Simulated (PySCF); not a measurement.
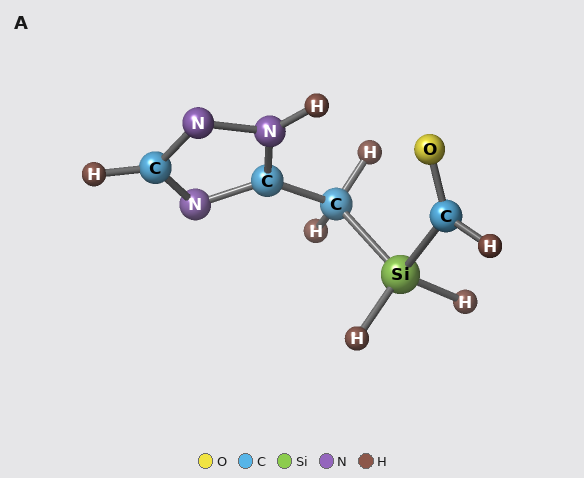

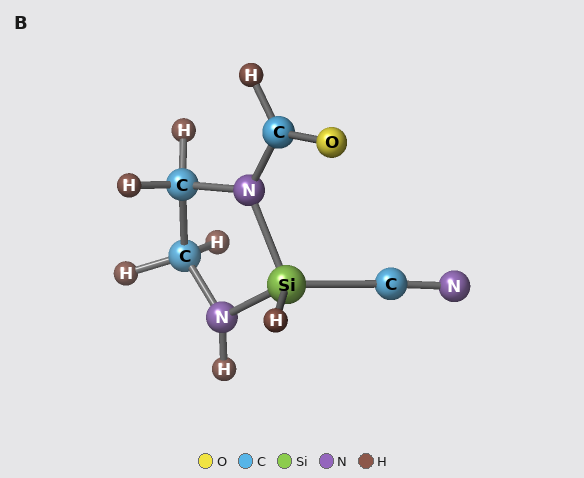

2 stationary structures of one formula. Geometries: GFN2-xTB. Electronic energies: PBE0/pcSseg-1 (PySCF 2.14.0), without zero-point energy. No frequency run is at hand to confirm each as a minimum. Each is one conformer, not always the lowest.

Rank them by energy, lowest first.

B is lowest; A lies 1.792 eV above it. A is `O=C[SiH2]Cc1ncn[nH]1`, B is `N#C[Si@@H]1NCCN1C=O`.

The geometry is semi-empirical. Around Si such bond lengths and angles can be off by a tenth of an ångström or more and by several degrees, and values that hang on the shape move with them.
